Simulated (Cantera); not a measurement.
Input: 1 mol SiC, 0.13 mol O₂, 16 mol N₂, held at 1 atm.

These are equilibrium values from Cantera (NASA tables, ideal gas, pure condensed phases), not measurements of a reactor. Candidate condensed phases: C, Si, SiC, SiO₂, Si₂N₂O, Si₃N₄; 34 gas species. N₂ is the only nitrogen source here; it is nearly inert below about 1500 K, so the nitride shown seldom forms there in practice. Mutual solubility and eutectic melting of coexisting phases are not modelled. The tables' values for SiN are old estimates; treat these amounts as uncertain. Kinetics and transport are ignored.

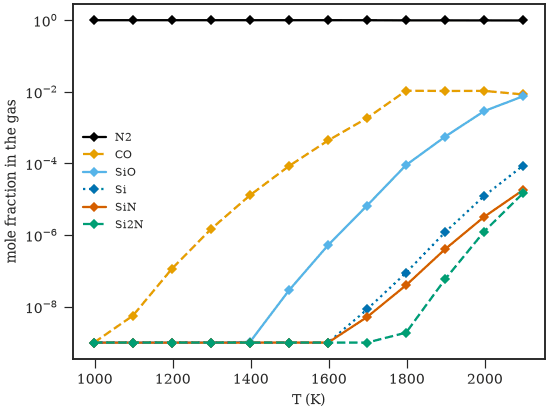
Figure. Equilibrium gas composition (values under 1e-9 drawn at 1e-9)

From 998 K to 1698 K the condensed part is C(graphite) + Si₂N₂O(s) + Si₃N₄(s). From 1798 K to 1898 K the condensed part is SiC(s) + Si₂N₂O(s). At 1998 K the condensed part is SiC(s) + Si₂N₂O(s) + Si₃N₄(s). At 2098 K the condensed part is SiC(s) + Si₃N₄(s).
